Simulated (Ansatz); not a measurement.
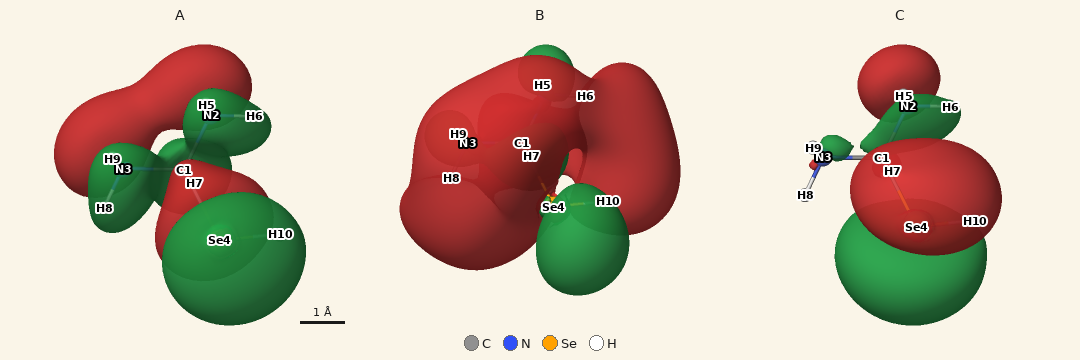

Figure 1: CH₆N₂Se. Three frontier orbitals at ±0.05 Å⁻³ᐟ² (green and red are the two phases), in no order.

Geometry: r2SCAN-D4/def2-SVP.

These are results of isolated molecule in a Gaussian basis; Kohn-Sham density functional theory, functional PBE0 (Ansatz 0.2.0), not measurements.

```yaml
atoms:
  - { symbol: C, position_ang: [0.1202, 1.3246, -0.5363] }
  - { symbol: N, position_ang: [1.3113, 2.0589, -0.3524] }
  - { symbol: N, position_ang: [-0.9569, 2.1409, -0.9535] }
  - { symbol: Se, position_ang: [-0.4856, 0.2625, 1.2257] }
  - { symbol: H, position_ang: [1.2142, 2.7457, 0.3965] }
  - { symbol: H, position_ang: [2.0864, 1.4496, -0.1019] }
  - { symbol: H, position_ang: [0.2799, 0.5030, -1.2475] }
  - { symbol: H, position_ang: [-1.8041, 1.5944, -1.0935] }
  - { symbol: H, position_ang: [-1.1639, 2.8743, -0.2751] }
  - { symbol: H, position_ang: [0.7293, -0.5661, 1.3108] }
```

Question: Which picture is the HOMO−1, the HOMO and the LUMO?

Answer: A is the HOMO−1 (−6.74 eV). Its weight (Hirshfeld) is mainly on Se4 (about 45 %), N3 (about 20 %), N2 (about 15 %) and C1 (about 10 %). C is the HOMO (−6.35 eV). It lies mainly on Se4 (about 80 %) and N2 (about 10 %); largely a lone pair of Se4. B is the LUMO (−0.57 eV). It lies mainly on Se4 (about 35 %), C1 (about 15 %), H10 (about 10 %), H8 (about 5 %), H9 (about 5 %) and H6 (about 5 %).

Question: What is the HOMO–LUMO gap?

Answer: 5.78 eV between the orbital energies.
